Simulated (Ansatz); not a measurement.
## C$_{2}$H$_{8}$Si: nudged elastic band

The run: nudged elastic band of C$_{2}$H$_{8}$Si. Method and program: RKS PBE/def2-SVP (Ansatz 0.2.0).

It belongs to a series of runs on one base structure; here: band between the two ends. Figures and captions count atoms from 1; the log counts them from 0 in places.

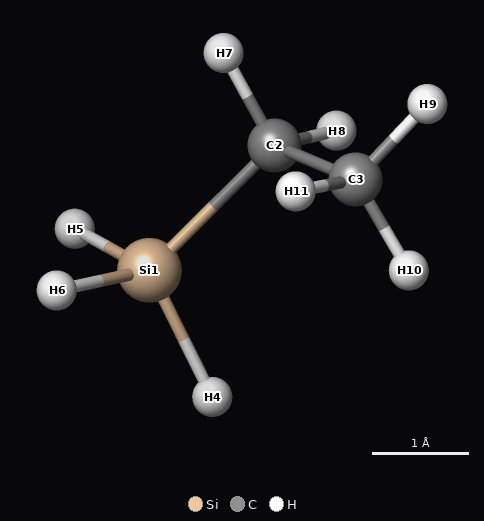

Fig. 1: The starting structure (ball-and-stick view, seen at a tilt; atoms are numbered from 1 in the order of the input). Bond lengths as drawn: C–C 1.54 Å, C–H 1.11 Å, C–Si 1.90 Å and H–Si 1.51 Å.

The input:
```yaml
crystal:
  periodic: [false, false, false]
  atoms:
    - { symbol: Si, position_ang: [-0.978171, 1.088733, 0.283712] }
    - { symbol: C, position_ang: [0.648339, 0.221722, -0.179963] }
    - { symbol: C, position_ang: [0.5772, -1.311701, -0.172326] }
    - { symbol: H, position_ang: [-2.073949, 0.711939, -0.68048] }
    - { symbol: H, position_ang: [-0.812163, 2.585678, 0.250246] }
    - { symbol: H, position_ang: [-1.418292, 0.691555, 1.669706] }
    - { symbol: H, position_ang: [1.431842, 0.581879, 0.52249] }
    - { symbol: H, position_ang: [0.952232, 0.596459, -1.182166] }
    - { symbol: H, position_ang: [1.548004, -1.768875, -0.455673] }
    - { symbol: H, position_ang: [-0.184009, -1.691037, -0.885396] }
    - { symbol: H, position_ang: [0.309068, -1.706353, 0.82975] }
basis:
  gaussian: { orbitals: def2-SVP }
hamiltonian:
  xc: pbe
neb:
  order_check: false
  images: 5
  f_tol: 0.05
  max_iterations: 60
  final_atoms:
    - { symbol: Si, position_ang: [-1.79023236, 1.48376808, 0.52600807] }
    - { symbol: C, position_ang: [0.46192665, 0.13210242, -0.50409174] }
    - { symbol: C, position_ang: [0.52129718, -1.36042429, -0.22181319] }
    - { symbol: H, position_ang: [-0.63815137, 0.45804076, -0.615094] }
    - { symbol: H, position_ang: [-0.76099811, 2.62623371, 0.68313975] }
    - { symbol: H, position_ang: [-1.27016312, 0.76584923, 1.79266774] }
    - { symbol: H, position_ang: [0.96130597, 0.74306258, 0.26916658] }
    - { symbol: H, position_ang: [0.87677319, 0.41390709, -1.49336194] }
    - { symbol: H, position_ang: [1.57496356, -1.70799215, -0.20883068] }
    - { symbol: H, position_ang: [-0.01448066, -1.95044816, -0.99185022] }
    - { symbol: H, position_ang: [0.07786007, -1.60410027, 0.76395963] }
  initial_path:
    images:
      - { positions_ang: [[-0.978171, 1.088733, 0.283712], [0.648339, 0.221722, -0.179963], [0.5772, -1.311701, -0.172326], [-2.073949, 0.711939, -0.68048], [-0.812163, 2.585678, 0.250246], [-1.418292, 0.691555, 1.669706], [1.431842, 0.581879, 0.52249], [0.952232, 0.596459, -1.182166], [1.548004, -1.768875, -0.455673], [-0.184009, -1.691037, -0.885396], [0.309068, -1.706353, 0.82975]] }
      - { positions_ang: [[-1.10939194, 1.08888938, 0.36165848], [0.56510209, 0.23933945, -0.28063517], [0.51946652, -1.27257676, -0.15070322], [-1.63646108, 0.67272588, -0.84562085], [-0.78775856, 2.52033747, 0.42270894], [-1.29744802, 0.55465394, 1.67628761], [1.25717123, 0.68897027, 0.42476792], [0.96853647, 0.52991759, -1.25318781], [1.47846722, -1.73564006, -0.4388637], [-0.25886202, -1.70206219, -0.7907057], [0.30127908, -1.58455598, 0.87419349]] }
      - { positions_ang: [[-1.24061288, 1.08904577, 0.43960496], [0.48186518, 0.2569569, -0.38130733], [0.46173305, -1.23345252, -0.12908043], [-1.19897315, 0.63351277, -1.01076171], [-0.76335412, 2.45499695, 0.59517189], [-1.17660403, 0.41775288, 1.68286923], [1.08250046, 0.79606154, 0.32704584], [0.98484095, 0.46337618, -1.32420963], [1.40893043, -1.70240513, -0.42205439], [-0.33371505, -1.71308737, -0.69601539], [0.29349017, -1.46275897, 0.91863697]] }
      - { positions_ang: [[-1.37183383, 1.08920215, 0.51755144], [0.39862827, 0.27457436, -0.4819795], [0.40399957, -1.19432828, -0.10745765], [-0.76148523, 0.59429965, -1.17590256], [-0.73894968, 2.38965642, 0.76763483], [-1.05576005, 0.28085182, 1.68945084], [0.90782969, 0.90315281, 0.22932376], [1.00114542, 0.39683477, -1.39523144], [1.33939365, -1.66917019, -0.40524509], [-0.40856807, -1.72411256, -0.60132509], [0.28570125, -1.34096195, 0.96308046]] }
      - { positions_ang: [[-1.5113, 1.22072413, 0.52037032], [0.41972773, 0.22708371, -0.48935025], [0.44309878, -1.24969362, -0.14557617], [-0.72037394, 0.54888002, -0.98896637], [-0.74629915, 2.46851552, 0.73946981], [-1.12722774, 0.44251762, 1.72385647], [0.92565511, 0.8497894, 0.2426047], [0.95968801, 0.40252554, -1.42794161], [1.41791695, -1.68211084, -0.33977362], [-0.2772056, -1.79955776, -0.73150013], [0.21642086, -1.42867472, 0.89670685]] }
      - { positions_ang: [[-1.65076618, 1.35224611, 0.52318919], [0.44082719, 0.17959307, -0.496721], [0.48219798, -1.30505895, -0.18369468], [-0.67926265, 0.50346039, -0.80203018], [-0.75364863, 2.54737461, 0.71130478], [-1.19869543, 0.60418343, 1.75826211], [0.94348054, 0.79642599, 0.25588564], [0.9182306, 0.40821632, -1.46065177], [1.49644026, -1.69505149, -0.27430215], [-0.14584313, -1.87500296, -0.86167518], [0.14714046, -1.5163875, 0.83033324]] }
      - { positions_ang: [[-1.79023236, 1.48376808, 0.52600807], [0.46192665, 0.13210242, -0.50409174], [0.52129718, -1.36042429, -0.22181319], [-0.63815137, 0.45804076, -0.615094], [-0.76099811, 2.62623371, 0.68313975], [-1.27016312, 0.76584923, 1.79266774], [0.96130597, 0.74306258, 0.26916658], [0.87677319, 0.41390709, -1.49336194], [1.57496356, -1.70799215, -0.20883068], [-0.01448066, -1.95044816, -0.99185022], [0.07786007, -1.60410027, 0.76395963]] }
```

Command:
```bash
ansatz run input.yaml --threads 2 --pin off --max-ram 3072MiB --backend cpu --events-out ev --progress --plain --runs-dir out
```

What the program printed:
```
Engine: ansatz 0.2.0, aarch64-unknown-linux-gnu
Functional definition: PBE
  parameter kappa = 0.804
  parameter beta = 0.06672455060314922
  exchange = pbe_x(kappa = kappa, mu = beta*pi^2/3)
  correlation = pbe_c(beta = beta)
976 factors; their error is unknown
mean field evaluation 1: about -10061.9246 eV, gradient 5.7e1 eV
mean field evaluation 2: about -10046.6971 eV, gradient 9.1e1 eV
mean field evaluation 4: about -10070.5011 eV, gradient 3.1e0 eV
mean field evaluation 8: about -10070.4700 eV, gradient 5.4e-2 eV
mean field -10070.47003993 eV, -370.0829479577 hartree, gradient 5.8e-5 eV, S^2 0.000000; 0 other end points of the search recorded, 0 dependent functions left out
the calculation of the forces begins
reference -10070.47007430 eV, -370.0829492209 hartree; 17, 17 occupied and 69, 69 virtual orbitals, 976 factors
976 factors; their error is unknown
mean field evaluation 16: about -10059.9012 eV, gradient 5.6e1 eV
mean field evaluation 32: about -10068.4340 eV, gradient 3.0e-5 eV
mean field -10068.43403483 eV, -370.0081261504 hartree, gradient 3.0e-5 eV, S^2 0.000000; 0 other end points of the search recorded, 0 dependent functions left out
[... from here on the field's lines of each further geometry are left out, up to the last ...]
NEB iter   1: max|band force component| = 2.808e0 eV/Å  barrier→ = 3.3589 eV  barrier← = 1.3229 eV  Δτ_max = 0.2000 Å  (184 SCF iters)
NEB iter   2: max|band force component| = 1.597e0 eV/Å  barrier→ = 2.9289 eV  barrier← = 0.8929 eV  Δτ_max = 0.2000 Å  (146 SCF iters)
NEB iter   3: max|band force component| = 3.875e0 eV/Å  barrier→ = 2.9927 eV  barrier← = 0.9567 eV  Δτ_max = 0.0970 Å  (150 SCF iters)
NEB iter   4: max|band force component| = 7.272e-1 eV/Å  barrier→ = 2.5654 eV  barrier← = 0.5294 eV  Δτ_max = 0.1259 Å  (137 SCF iters)
NEB iter   5: max|band force component| = 1.364e0 eV/Å  barrier→ = 2.4360 eV  barrier← = 0.4000 eV  CI = image 3  Δτ_max = 0.1871 Å  (138 SCF iters)
NEB iter   6: max|band force component| = 2.817e-1 eV/Å  barrier→ = 2.7009 eV  barrier← = 0.6649 eV  CI = image 3  Δτ_max = 0.0675 Å  (142 SCF iters)
NEB iter   7: max|band force component| = 1.301e-1 eV/Å  barrier→ = 2.6894 eV  barrier← = 0.6534 eV  CI = image 3  Δτ_max = 0.0772 Å  (140 SCF iters)
NEB iter   8: max|band force component| = 9.071e-2 eV/Å  barrier→ = 2.6840 eV  barrier← = 0.6480 eV  CI = image 3  Δτ_max = 0.0647 Å  (139 SCF iters)
NEB iter   9: max|band force component| = 8.392e-2 eV/Å  barrier→ = 2.6817 eV  barrier← = 0.6457 eV  CI = image 3  Δτ_max = 0.0395 Å  (139 SCF iters)
NEB iter  10: max|band force component| = 5.050e-2 eV/Å  barrier→ = 2.6807 eV  barrier← = 0.6447 eV  CI = image 3  Δτ_max = 0.0418 Å  (141 SCF iters)
NEB iter  11: max|band force component| = 3.097e-2 eV/Å  barrier→ = 2.6799 eV  barrier← = 0.6439 eV  CI = image 3  Δτ_max = 0.0542 Å  (241 SCF iters)
NEB iter  12: max|band force component| = 2.258e-1 eV/Å  barrier→ = 2.6791 eV  barrier← = 0.6431 eV  CI = image 3  Δτ_max = 0.1088 Å  (28 SCF iters)
NEB iter  13: max|band force component| = 1.672e-1 eV/Å  barrier→ = 2.6795 eV  barrier← = 0.6435 eV  CI = image 3  Δτ_max = 0.1483 Å  (137 SCF iters)
NEB iter  14: max|band force component| = 2.152e-1 eV/Å  barrier→ = 2.6788 eV  barrier← = 0.6428 eV  CI = image 3  Δτ_max = 0.0750 Å  (136 SCF iters)
NEB iter  15: max|band force component| = 7.583e-2 eV/Å  barrier→ = 2.6784 eV  barrier← = 0.6424 eV  CI = image 3  Δτ_max = 0.0113 Å  (136 SCF iters)
the calculation of the forces begins
reference -10068.41693848 eV, -370.0074978712 hartree; 17, 17 occupied and 69, 69 virtual orbitals, 976 factors
976 factors; their error is unknown
mean field -10067.79160493 eV, -369.9845172868 hartree, gradient 1.7e-5 eV, S^2 0.000000; 1 other end points of the search recorded, 0 dependent functions left out
the calculation of the forces begins
reference -10067.79163916 eV, -369.9845185448 hartree; 17, 17 occupied and 69, 69 virtual orbitals, 976 factors
NEB iter  16: max|band force component| = 2.333e-2 eV/Å  barrier→ = 2.6784 eV  barrier← = 0.6424 eV  CI = image 3  Δτ_max = 0.0000 Å  (251 SCF iters)
```

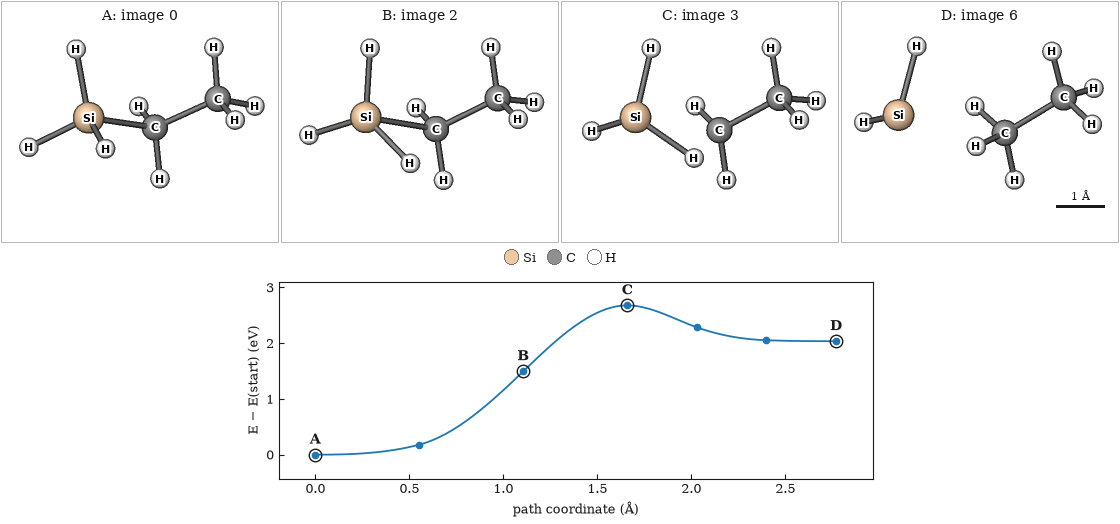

Fig. 2: Images of the last band (counted from 0; ball-and-stick, seen at a tilt) above the energy along the path; the line is a cubic interpolation that uses the forces. The highest image is number 3, 2.678 eV above the start and 0.642 eV above the end (the climbing image); the end lies 2.036 eV above the start. The path is 2.77 Å long. The band converged in 16 iterations.

```
Total energy: -10067.79163916 eV, -369.9845185448 hartree
Atom 0 at    -1.460497     1.256482     0.416023 Å, force    -0.000368    -0.000059     0.000740 eV/Å
Atom 1 at     0.482765     0.230158    -0.347004 Å, force     0.003887     0.002901    -0.002860 eV/Å
Atom 2 at     0.493640    -1.273984    -0.152488 Å, force     0.002414     0.002947     0.002686 eV/Å
Atom 3 at    -1.011286     0.470249    -0.805051 Å, force    -0.000180     0.000728    -0.000116 eV/Å
Atom 4 at    -0.684825     2.548302     0.518331 Å, force    -0.000189     0.000826    -0.000279 eV/Å
Atom 5 at    -1.220161     0.487300     1.691400 Å, force    -0.000206    -0.000626    -0.000076 eV/Å
Atom 6 at     1.132034     0.774726     0.360352 Å, force    -0.001653    -0.002165     0.002090 eV/Å
Atom 7 at     0.756720     0.543957    -1.374404 Å, force    -0.002423    -0.001389    -0.001152 eV/Å
Atom 8 at     1.486062    -1.697391    -0.420552 Å, force    -0.000578    -0.001707     0.000004 eV/Å
Atom 9 at    -0.259640    -1.787369    -0.786368 Å, force    -0.000339    -0.000546    -0.000503 eV/Å
Atom 10 at     0.285287    -1.552432     0.899660 Å, force    -0.000364    -0.000911    -0.000534 eV/Å
Dipole moment:     0.310020    -0.155416    -0.065856 e Å
this run last wrote the band of iteration 16 to [file]; this run last wrote the band within `neb.f_tol` of iteration 11 to [file]
```

The last band as extended XYZ (Å, eV, eV/Å):
```
11
Properties=species:S:1:pos:R:3:forces:R:3 image=0 energy=-10070.47004
Si   -0.9782    1.0887    0.2837    0.0087   0.0086  -0.0046
C     0.6483    0.2217   -0.1800   -0.0038   0.0094   0.0077
C     0.5772   -1.3117   -0.1723    0.0018  -0.0066  -0.0068
H    -2.0739    0.7119   -0.6805   -0.0028  -0.0049   0.0026
H    -0.8122    2.5857    0.2502    0.0020   0.0027   0.0000
H    -1.4183    0.6916    1.6697   -0.0009  -0.0056  -0.0012
H     1.4318    0.5819    0.5225   -0.0019  -0.0014   0.0037
H     0.9522    0.5965   -1.1822   -0.0053  -0.0055  -0.0015
H     1.5480   -1.7689   -0.4557    0.0025  -0.0020   0.0008
H    -0.1840   -1.6910   -0.8854   -0.0010   0.0001  -0.0050
H     0.3091   -1.7064    0.8297    0.0005   0.0052   0.0043
11
Properties=species:S:1:pos:R:3:forces:R:3 image=1 energy=-10070.29009
Si   -0.9674    1.0856    0.3085    0.3212  -0.1418  -0.1152
C     0.6347    0.2564   -0.2158    0.2080  -0.0155   0.0806
C     0.5323   -1.2722   -0.1293    0.0856  -0.0100   0.0259
H    -1.7605    0.6490   -0.8787   -0.8218   0.2520   0.0909
H    -0.8067    2.5773    0.4518   -0.1714  -0.0179  -0.1071
H    -1.4183    0.5102    1.6285   -0.1959   0.0470  -0.1122
H     1.4519    0.6605    0.4081    0.3372  -0.1253   0.0250
H     0.8223    0.5784   -1.2647    0.1142   0.0265   0.0911
H     1.4853   -1.7579   -0.4180    0.0384  -0.0818  -0.0023
H    -0.2588   -1.6874   -0.7924    0.0309   0.1148   0.0117
H     0.2853   -1.5997    0.9019    0.0537  -0.0480   0.0116
11
Properties=species:S:1:pos:R:3:forces:R:3 image=2 energy=-10068.97401
Si   -1.1381    1.1499    0.3616    2.0404  -0.7290  -0.2714
C     0.5324    0.2678   -0.2564    0.2862   0.2319   0.5214
C     0.4983   -1.2614   -0.1396    0.0729   0.1114   0.0957
H    -1.3494    0.5124   -0.9287   -2.2515   0.1883  -0.7235
H    -0.7402    2.5823    0.5000   -0.4242   0.2075  -0.1660
H    -1.3272    0.4798    1.6807   -0.5592  -0.0320   0.0183
H     1.2763    0.7316    0.3988    0.9139  -0.2066   0.1189
H     0.7629    0.5675   -1.3094   -0.1096   0.1283   0.3259
H     1.4786   -1.7083   -0.4100   -0.0062  -0.0206   0.0099
H    -0.2604   -1.7481   -0.7962    0.0072   0.2058   0.0339
H     0.2667   -1.5735    0.8990    0.0300  -0.0849   0.0367
11
Properties=species:S:1:pos:R:3:forces:R:3 image=3 energy=-10067.79161
Si   -1.4605    1.2565    0.4160   -0.0004  -0.0001   0.0007
C     0.4828    0.2302   -0.3470    0.0039   0.0029  -0.0029
C     0.4936   -1.2740   -0.1525    0.0024   0.0029   0.0027
H    -1.0113    0.4702   -0.8051   -0.0002   0.0007  -0.0001
H    -0.6848    2.5483    0.5183   -0.0002   0.0008  -0.0003
H    -1.2202    0.4873    1.6914   -0.0002  -0.0006  -0.0001
H     1.1320    0.7747    0.3604   -0.0017  -0.0022   0.0021
H     0.7567    0.5440   -1.3744   -0.0024  -0.0014  -0.0012
H     1.4861   -1.6974   -0.4206   -0.0006  -0.0017   0.0000
H    -0.2596   -1.7874   -0.7864   -0.0003  -0.0005  -0.0005
H     0.2853   -1.5524    0.8997   -0.0004  -0.0009  -0.0005
11
Properties=species:S:1:pos:R:3:forces:R:3 image=4 energy=-10068.18530
Si   -1.6195    1.3192    0.4381   -0.5848   0.2369   0.1204
C     0.4374    0.2067   -0.4169   -0.1585  -0.1056  -0.2798
C     0.4904   -1.2903   -0.1676   -0.0179  -0.0617  -0.0663
H    -0.7573    0.4573   -0.7108    0.9308  -0.0440   0.3791
H    -0.6810    2.5289    0.5598    0.0263  -0.0717   0.1676
H    -1.2043    0.5288    1.6873    0.1134   0.1618   0.0262
H     1.0082    0.7871    0.3374   -0.4642   0.0563  -0.1194
H     0.8109    0.5193   -1.4098    0.1437  -0.1015  -0.1613
H     1.4937   -1.6966   -0.4100    0.0173   0.0056  -0.0022
H    -0.2495   -1.8205   -0.7978    0.0157  -0.1275  -0.0259
H     0.2712   -1.5399    0.8902   -0.0218   0.0515  -0.0383
11
Properties=species:S:1:pos:R:3:forces:R:3 image=5 energy=-10068.41690
Si   -1.7598    1.4181    0.4876   -0.0625   0.0300   0.0163
C     0.4667    0.1638   -0.4879    0.0247  -0.0095  -0.0241
C     0.5046   -1.3276   -0.1965    0.0054  -0.0173  -0.0139
H    -0.6325    0.4839   -0.6599    0.0254   0.0083   0.0244
H    -0.7381    2.5611    0.6748   -0.0218   0.0050   0.0579
H    -1.2515    0.6387    1.7210   -0.0009   0.0587   0.0202
H     0.9481    0.7793    0.2926   -0.0170  -0.0046  -0.0299
H     0.9009    0.4442   -1.4685    0.0215  -0.0315  -0.0344
H     1.5283   -1.7256   -0.3501    0.0150  -0.0109   0.0205
H    -0.1774   -1.8923   -0.8628    0.0281  -0.0323  -0.0218
H     0.2108   -1.5438    0.8497   -0.0177   0.0039  -0.0153
11
Properties=species:S:1:pos:R:3:forces:R:3 image=6 energy=-10068.43404
Si   -1.7902    1.4838    0.5260    0.0019  -0.0008   0.0029
C     0.4619    0.1321   -0.5041    0.0093   0.0296  -0.0040
C     0.5213   -1.3604   -0.2218   -0.0062  -0.0157   0.0114
H    -0.6382    0.4580   -0.6151   -0.0016  -0.0098  -0.0069
H    -0.7610    2.6262    0.6831   -0.0028  -0.0004  -0.0002
H    -1.2702    0.7658    1.7927    0.0011   0.0033  -0.0026
H     0.9613    0.7431    0.2692    0.0010  -0.0031   0.0002
H     0.8768    0.4139   -1.4934   -0.0020   0.0036   0.0031
H     1.5750   -1.7080   -0.2088    0.0026  -0.0007  -0.0007
H    -0.0145   -1.9504   -0.9919   -0.0055  -0.0013  -0.0029
H     0.0779   -1.6041    0.7640    0.0023  -0.0046  -0.0003
```

Summary:

```tsv
quantity	value
outcome	converged
barrier, forward	2.678 eV
barrier, backward	0.642 eV
hardware	2 threads of Arm Neoverse V1, 24 GiB of memory available, shared host
wall time	1.7 min (CPU time 3.2 min)
peak memory	0.12 GiB
```

Remarks:

The order of the saddle point was not checked.
